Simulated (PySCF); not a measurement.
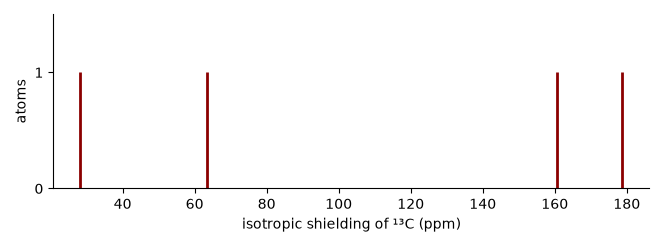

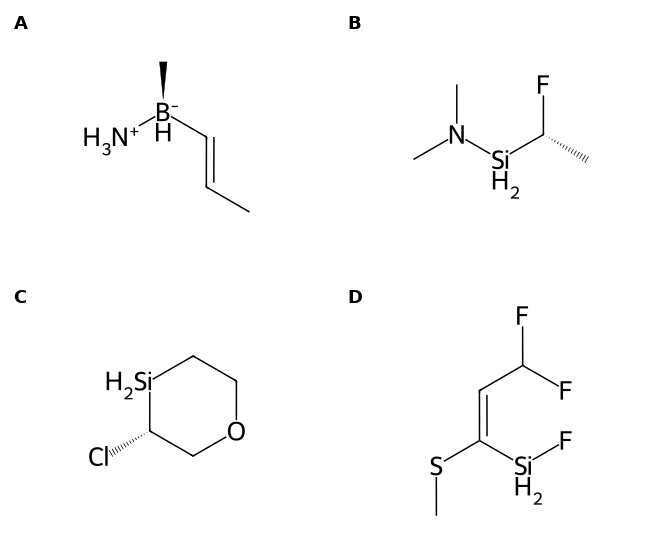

The sticks are computed shieldings of one of the molecules, for one fixed geometry (GFN2-xTB) without averaging over rotations. Low shielding means a high chemical shift. Method: GIAO PBE0/pcSseg-1 NMR shielding, non-relativistic, gas phase (PySCF 2.14.0).

Match the spectrum to a structure.

Answer. A, `C/C=C/[B@H-](C)[NH3+]`. Its 4 C atoms give lines at 28.2, 63.5, 160.7, 178.8 ppm.

The geometry is semi-empirical. Around B, Si such bond lengths and angles can be off by a tenth of an ångström or more and by several degrees, and values that hang on the shape move with them.
